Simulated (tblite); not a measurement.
Geometry relaxation, with input and output: C4H14F2Si3 (part 2 of 2)

C4H14F2Si3, SMILES C[SiH2][Si@H](C)[SiH2]C(C)(F)F; GFN2-xTB geometry optimisation, gas phase (tblite 0.8.0). 

Geometry of the input (Å):
```
C  -2.0542  0.1883  -1.7722
Si -2.4233  0.2123  0.0280
Si -0.6465  1.1140  1.2024
C  0.0340  2.5608  0.2583
Si 0.9513  -0.5002  1.4789
C  1.3545  -1.2430  -0.1680
C  2.5644  -2.1590  -0.2327
F  0.2838  -1.9367  -0.6083
F  1.5531  -0.2445  -1.0714
H  -2.9081  -0.2331  -2.3251
H  -1.1818  -0.4089  -2.0113
H  -1.8953  1.1989  -2.1529
H  -2.7011  -1.1613  0.5505
H  -3.6251  1.0331  0.2834
H  -1.1187  1.5861  2.5433
H  0.3886  2.2631  -0.7141
H  0.8791  3.0066  0.8039
H  -0.7197  3.3305  0.1300
H  0.4783  -1.5242  2.4483
H  2.1601  0.1337  2.0977
H  3.4818  -1.6324  0.0528
H  2.4401  -3.0294  0.4265
H  2.6999  -2.5279  -1.2377
```

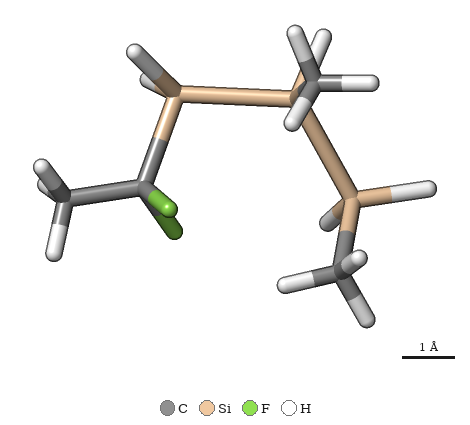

*The geometry at step 144 of the log (stick view, seen at a tilt).*

Trajectory as extended XYZ, continued:
```
23
Properties=species:S:1:pos:R:3:forces:R:3 step=80 energy=-825.29414
C    -2.1695    0.2228   -1.8622    0.0060   0.0010  -0.0060
Si   -2.5434    0.2358   -0.0011   -0.0010   0.0000  -0.0170
Si   -0.7127    1.0630    1.1937    0.0140  -0.0060   0.0030
C     0.0408    2.5921    0.3243   -0.0050  -0.0060   0.0040
Si    1.0520   -0.4061    1.5819    0.0040   0.0000   0.0000
C     1.4209   -1.2791   -0.1181   -0.0030  -0.0020  -0.0010
C     2.6133   -2.2055   -0.1877   -0.0020  -0.0020  -0.0030
F     0.2871   -1.9735   -0.4962   -0.0030  -0.0010  -0.0010
F     1.5439   -0.3152   -1.1013   -0.0040   0.0000   0.0000
H    -2.9989   -0.1833   -2.4346    0.0010   0.0010   0.0100
H    -1.2971   -0.3863   -2.0776    0.0010  -0.0040   0.0020
H    -1.9712    1.2240   -2.2359    0.0010   0.0010  -0.0010
H    -2.8929   -1.1247    0.4300    0.0090   0.0020  -0.0010
H    -3.7496    1.0565    0.2083   -0.0020   0.0040   0.0030
H    -1.1199    1.5297    2.5409    0.0010   0.0040   0.0020
H     0.4875    2.3154   -0.6272   -0.0110   0.0070   0.0020
H     0.8179    3.0555    0.9264   -0.0090  -0.0030   0.0010
H    -0.7145    3.3483    0.1274    0.0040  -0.0040  -0.0030
H     0.8151   -1.5585    2.4616    0.0010   0.0040   0.0020
H     2.3814    0.1001    1.9594    0.0010   0.0000   0.0030
H     3.5146   -1.6431    0.0373   -0.0020  -0.0010   0.0040
H     2.4894   -2.9995    0.5425    0.0000   0.0040   0.0050
H     2.7009   -2.6414   -1.1819   -0.0030  -0.0020  -0.0070
23
Properties=species:S:1:pos:R:3:forces:R:3 step=96 energy=-825.29487
C    -2.1523    0.2308   -1.8710   -0.0010  -0.0050   0.0090
Si   -2.5329    0.2367   -0.0112    0.0030   0.0040   0.0020
Si   -0.7105    1.0595    1.1981    0.0020  -0.0150   0.0020
C     0.0187    2.6059    0.3420   -0.0020  -0.0020   0.0030
Si    1.0692   -0.3942    1.5688    0.0000   0.0060  -0.0020
C     1.4116   -1.2947   -0.1219   -0.0120   0.0010   0.0010
C     2.6037   -2.2219   -0.1849   -0.0110   0.0050   0.0000
F     0.2729   -1.9949   -0.4730   -0.0040  -0.0120   0.0000
F     1.5213   -0.3489   -1.1238    0.0060   0.0030   0.0030
H    -2.9894   -0.1569   -2.4449    0.0120  -0.0020  -0.0040
H    -1.2918   -0.3965   -2.0829   -0.0050   0.0050  -0.0130
H    -1.9325    1.2288   -2.2422   -0.0010  -0.0110   0.0130
H    -2.8786   -1.1261    0.4144    0.0000  -0.0010  -0.0060
H    -3.7392    1.0560    0.2031   -0.0050   0.0030  -0.0050
H    -1.1162    1.5106    2.5509   -0.0050   0.0000   0.0030
H     0.4782    2.3430   -0.6069    0.0000   0.0090  -0.0030
H     0.7793    3.0821    0.9545    0.0050   0.0070  -0.0060
H    -0.7512    3.3462    0.1421    0.0030   0.0060  -0.0030
H     0.8571   -1.5317    2.4734    0.0010  -0.0010   0.0040
H     2.4035    0.1243    1.9088    0.0090   0.0070   0.0090
H     3.5051   -1.6523    0.0217    0.0010  -0.0150  -0.0050
H     2.4852   -2.9986    0.5649    0.0100   0.0000  -0.0050
H     2.6840   -2.6803   -1.1698   -0.0050   0.0070   0.0010
23
Properties=species:S:1:pos:R:3:forces:R:3 step=112 energy=-825.29591
C    -2.1150    0.2337   -1.8782    0.0020  -0.0010  -0.0100
Si   -2.5106    0.2267   -0.0231    0.0130   0.0120   0.0180
Si   -0.7026    1.0597    1.2032   -0.0100  -0.0050   0.0000
C    -0.0151    2.6358    0.3647    0.0030  -0.0040   0.0000
Si    1.0970   -0.3729    1.5621    0.0000   0.0000   0.0060
C     1.3936   -1.3168   -0.1136    0.0050  -0.0030  -0.0010
C     2.5806   -2.2493   -0.1915    0.0040  -0.0040   0.0000
F     0.2457   -2.0232   -0.4204   -0.0060   0.0110   0.0030
F     1.4803   -0.3916   -1.1372   -0.0060  -0.0040  -0.0010
H    -2.9564   -0.1253   -2.4634   -0.0030  -0.0090  -0.0130
H    -1.2681   -0.4088   -2.0962    0.0100  -0.0020  -0.0040
H    -1.8706    1.2319   -2.2312    0.0040   0.0070  -0.0060
H    -2.8571   -1.1382    0.3906   -0.0050  -0.0130   0.0050
H    -3.7196    1.0452    0.1759   -0.0140   0.0040   0.0090
H    -1.1187    1.4833    2.5623   -0.0020   0.0020  -0.0050
H     0.4504    2.3967   -0.5878    0.0020   0.0030  -0.0010
H     0.7319    3.1308    0.9793    0.0030  -0.0080   0.0030
H    -0.8066    3.3551    0.1717    0.0020  -0.0020   0.0030
H     0.9163   -1.4863    2.5034   -0.0020   0.0020  -0.0010
H     2.4363    0.1608    1.8563    0.0060   0.0030  -0.0050
H     3.4905   -1.6809   -0.0222   -0.0010  -0.0060  -0.0030
H     2.4828   -3.0126    0.5748    0.0000   0.0060   0.0010
H     2.6301   -2.7265   -1.1696   -0.0030   0.0090   0.0020
23
Properties=species:S:1:pos:R:3:forces:R:3 step=144 energy=-825.29750
C    -2.0552    0.2338   -1.8995    0.0000   0.0000   0.0000
Si   -2.4841    0.2073   -0.0507   -0.0090  -0.0040   0.0000
Si   -0.7081    1.0541    1.2123    0.0040  -0.0070  -0.0010
C    -0.0401    2.6595    0.4142   -0.0020   0.0010   0.0010
Si    1.1382   -0.3245    1.5500   -0.0020   0.0030  -0.0010
C     1.3541   -1.3347   -0.0989   -0.0020   0.0000   0.0000
C     2.5287   -2.2797   -0.2013    0.0030  -0.0020   0.0040
F     0.1870   -2.0414   -0.3227   -0.0050  -0.0050  -0.0020
F     1.3969   -0.4493   -1.1597   -0.0030   0.0040   0.0000
H    -2.8796   -0.1338   -2.5039    0.0000  -0.0010   0.0000
H    -1.1952   -0.3953   -2.1054    0.0040   0.0040  -0.0030
H    -1.8173    1.2375   -2.2418   -0.0030   0.0010  -0.0020
H    -2.8239   -1.1655    0.3435    0.0040  -0.0010   0.0060
H    -3.7078    1.0080    0.1391    0.0020   0.0030  -0.0010
H    -1.1472    1.4412    2.5751    0.0010   0.0040  -0.0060
H     0.4209    2.4534   -0.5483    0.0020  -0.0020   0.0030
H     0.7075    3.1398    1.0395   -0.0010   0.0030  -0.0020
H    -0.8378    3.3782    0.2476   -0.0020   0.0040   0.0050
H     1.0390   -1.3950    2.5513    0.0040   0.0010  -0.0050
H     2.4798    0.2523    1.7347   -0.0020  -0.0040   0.0000
H     3.4501   -1.7144   -0.0996    0.0070   0.0030   0.0010
H     2.4640   -3.0127    0.5969    0.0010  -0.0070   0.0060
H     2.5250   -2.7920   -1.1625   -0.0020   0.0000  -0.0020
23
Properties=species:S:1:pos:R:3:forces:R:3 step=160 energy=-825.29767
C    -2.0515    0.2347   -1.9036    0.0000   0.0020   0.0000
Si   -2.4814    0.2052   -0.0551   -0.0060  -0.0020   0.0010
Si   -0.7087    1.0534    1.2110    0.0050  -0.0010   0.0010
C    -0.0424    2.6635    0.4213    0.0010   0.0040  -0.0020
Si    1.1407   -0.3216    1.5468    0.0020   0.0010   0.0000
C     1.3486   -1.3404   -0.0977    0.0000   0.0020   0.0010
C     2.5246   -2.2842   -0.1995   -0.0020   0.0000  -0.0010
F     0.1815   -2.0494   -0.3146    0.0040   0.0000   0.0000
F     1.3867   -0.4589   -1.1622   -0.0020  -0.0030   0.0000
H    -2.8712   -0.1411   -2.5095    0.0000  -0.0020   0.0030
H    -1.1839   -0.3836   -2.1104    0.0010   0.0020   0.0010
H    -1.8251    1.2419   -2.2439   -0.0010   0.0020  -0.0060
H    -2.8169   -1.1670    0.3448   -0.0010   0.0000  -0.0020
H    -3.7051    1.0065    0.1327    0.0010  -0.0020   0.0010
H    -1.1511    1.4393    2.5729    0.0010  -0.0020   0.0010
H     0.4185    2.4636   -0.5423    0.0030  -0.0030  -0.0010
H     0.7049    3.1410    1.0491    0.0010   0.0030  -0.0010
H    -0.8406    3.3826    0.2594   -0.0040   0.0020   0.0040
H     1.0587   -1.3876    2.5543   -0.0050   0.0000   0.0000
H     2.4819    0.2601    1.7168    0.0000   0.0000   0.0000
H     3.4457   -1.7166   -0.1056   -0.0020  -0.0020   0.0030
H     2.4644   -3.0129    0.6033    0.0030   0.0000  -0.0010
H     2.5170   -2.8017   -1.1579    0.0000  -0.0020  -0.0010
23
Properties=species:S:1:pos:R:3:forces:R:3 step=177 energy=-825.29797
C    -2.0462    0.2435   -1.9127   -0.0010   0.0010   0.0010
Si   -2.4743    0.2067   -0.0637   -0.0020  -0.0010   0.0020
Si   -0.7043    1.0557    1.2065   -0.0030   0.0000   0.0000
C    -0.0503    2.6804    0.4364    0.0000   0.0010   0.0000
Si    1.1500   -0.3135    1.5350    0.0020   0.0000  -0.0020
C     1.3428   -1.3586   -0.0947    0.0000   0.0010  -0.0020
C     2.5208   -2.2999   -0.1952   -0.0010   0.0000   0.0000
F     0.1760   -2.0746   -0.2875    0.0000   0.0020   0.0010
F     1.3665   -0.4945   -1.1739   -0.0020   0.0020   0.0000
H    -2.8528   -0.1661   -2.5142    0.0010   0.0000  -0.0010
H    -1.1569   -0.3441   -2.1172   -0.0010   0.0020  -0.0010
H    -1.8576    1.2560   -2.2602    0.0000   0.0000   0.0000
H    -2.8027   -1.1686    0.3308    0.0010   0.0000  -0.0010
H    -3.7026    0.9999    0.1282    0.0020  -0.0010  -0.0010
H    -1.1487    1.4236    2.5728   -0.0010   0.0010   0.0000
H     0.4096    2.4972   -0.5311   -0.0020  -0.0010   0.0000
H     0.6950    3.1554    1.0686    0.0000  -0.0010   0.0000
H    -0.8547    3.3954    0.2872    0.0000   0.0010  -0.0010
H     1.0766   -1.3633    2.5599    0.0000  -0.0010   0.0000
H     2.4919    0.2725    1.6825    0.0030  -0.0010   0.0010
H     3.4407   -1.7282   -0.1167    0.0000  -0.0020   0.0010
H     2.4707   -3.0190    0.6169    0.0010   0.0000   0.0000
H     2.5058   -2.8289   -1.1472    0.0020  -0.0030   0.0010
```

Results in brief:

```csv
quantity,value
outcome,converged
total energy,−825.2980 eV
wall time,3.4 s
peak memory,0.23 GiB
```
